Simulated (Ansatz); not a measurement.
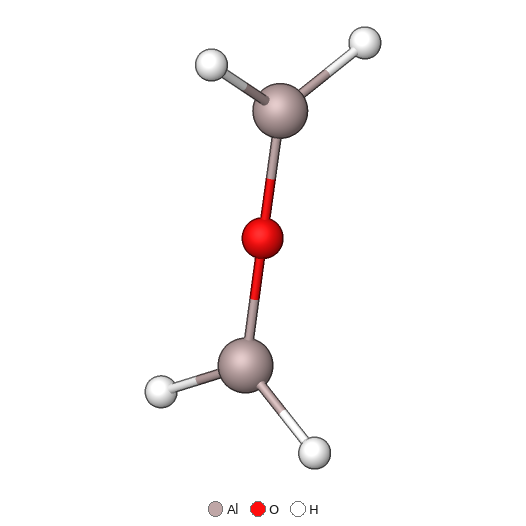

Harmonic vibrations computed with RKS PBE0-D4/def2-TZVP (Ansatz 0.2.0) at a stationary point of the same level.

Q: How many imaginary frequencies does it have?

A: A minimum: no imaginary frequency, and the lowest mode lies at 92 cm⁻¹.

Q: List the wavenumbers.

A: 15 modes: 92, 92, 112, 529, 556, 557, 623, 623, 780, 811, 1105, 1933, 1941, 1941, 1942 cm⁻¹.
